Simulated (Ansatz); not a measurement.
**BHLYP/STO-3G run of SnTe (SMILES [Sn][Te])**

Aim: the vertical ionisation energy of SnTe at BHLYP/STO-3G, from 2 runs. 

Program for the calculation: Ansatz 0.2.0.

48 further runs of the same task are left out: 11 that didn't finish, 37 set aside as unsound or not needed.

## Step 1: The system as given

SnTe has 2 atoms, charge 0, and is taken as a singlet. SMILES: `[Sn][Te]`. The shape comes from GFN2-xTB, which is rough for such elements, and wasn't checked as a minimum.

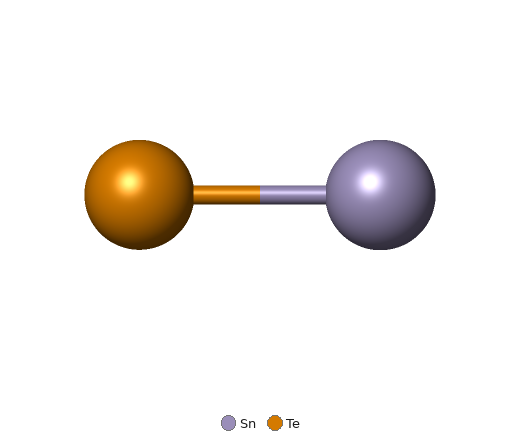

The structure, seen from a chosen angle (tin purple, tellurium orange).

## Step 2: A single-point energy at BHLYP/STO-3G

The input, input.yaml:

```yaml
crystal:
  periodic: [false, false, false]
  atoms:
    - {symbol: Sn, position_ang: [0.000000, 0.000000, 0.000000]}
    - {symbol: Te, position_ang: [0.000000, 0.000000, 2.536770]}
basis:
  gaussian:
    orbitals: STO-3G
hamiltonian:
  xc: {name: BHLYP}
accuracy: high
```

Command:

```sh
$ ansatz run input.yaml --threads 1 --pin off --max-ram 2610MiB --events-out events.jsonl --progress --plain --runs-dir runs
```

The program printed:

```text
Warning: RAYON_NUM_THREADS=1 ignored (pool sized by the plan → 1); use --threads N
Functional definition: BHLYP
  name "BHLYP"
  parameter a = 0.5
  exchange = (1 - a)*b88_x + a*exact_x
  correlation = lyp_c
827 factors; integrals over basis functions are off by at most 4.7e-9 eV
mean field evaluation 1: about -340546.3583 eV, gradient 1.8e1 eV
mean field evaluation 2: about -340529.0221 eV, gradient 6.2e1 eV
mean field evaluation 4: about -340549.4681 eV, gradient 4.7e-1 eV
mean field evaluation 8: about -340549.4873 eV, gradient 2.5e-3 eV
mean field evaluation 16: about -340549.4873 eV, gradient 2.5e-9 eV
mean field -340549.48725971 eV, -12514.9628240613 hartree, gradient 2.5e-9 eV, S^2 0.000000; 0 other end points of the search recorded, 0 dependent functions left out
reference -340549.48727891 eV, -12514.9628247668 hartree; 51, 51 occupied and 3, 3 virtual orbitals, 827 factors
Total energy: -340549.48727891 eV, -12514.9628247668 hartree
```

It took 1.1 s on 1 thread of AMD EPYC 9R45 (Zen 5), shared host; peak memory 0.19 GiB.

## Step 3: The doublet cation, same level

The input, run.yaml:

```yaml
basis:
  gaussian:
    orbitals: STO-3G
crystal:
  periodic: [false, false, false]
  atoms:
    - {symbol: Sn, position_ang: [0.000000, 0.000000, 0.000000]}
    - {symbol: Te, position_ang: [0.000000, 0.000000, 2.536770]}
total_charge: 1
magnetization:
  spin_polarized: true
  initial_magnetization: 1
hamiltonian:
  xc: {name: BHLYP}
accuracy: high
```

Command:

```sh
$ ansatz run run.yaml --threads 1 --pin off --max-ram 2610MiB --events-out events.jsonl --progress --plain --runs-dir runs
```

The program printed:

```text
Warning: RAYON_NUM_THREADS=1 ignored (pool sized by the plan → 1); use --threads N
[... 5 set-up lines as earlier in the session ...]
827 factors; integrals over basis functions are off by at most 4.7e-9 eV
mean field evaluation 1: about -340536.5273 eV, gradient 1.9e1 eV
mean field evaluation 2: about -340492.5516 eV, gradient 5.8e1 eV
mean field evaluation 4: about -340543.0359 eV, gradient 1.8e0 eV
mean field evaluation 8: about -340543.0939 eV, gradient 2.4e-2 eV
mean field evaluation 16: about -340543.0940 eV, gradient 2.2e-5 eV
mean field evaluation 32: about -340543.2644 eV, gradient 8.3e-3 eV
mean field -340543.26442893 eV, -12514.7341392481 hartree, gradient 3.3e-8 eV, S^2 0.763297; 7 other end points of the search recorded, 0 dependent functions left out
reference -340543.26444779 eV, -12514.7341399412 hartree; 51, 50 occupied and 3, 4 virtual orbitals, 827 factors
Total energy: -340543.26444779 eV, -12514.7341399412 hartree
```

It took 5.7 s on 1 thread of AMD EPYC 9R45 (Zen 5), shared host; peak memory 0.35 GiB.

## Step 4: Summary of results

At BHLYP/STO-3G:

| quantity | value |
| --- | --- |
| singlet SnTe: total energy | -12514.96282 Eh |
| doublet cation: total energy | -12514.73414 Eh |
| doublet cation: ⟨S²⟩ | 0.763 |
| vertical ionisation energy (to the doublet cation) | 6.223 eV |

The vertical ionisation energy comes to 6.22 eV (600 kJ/mol). In a minimal basis such a difference can be off by several eV, whatever the method. Relativity is left out (singlet SnTe) although the molecule holds a heavy atom. Relativity is left out (doublet cation) although the molecule holds a heavy atom.
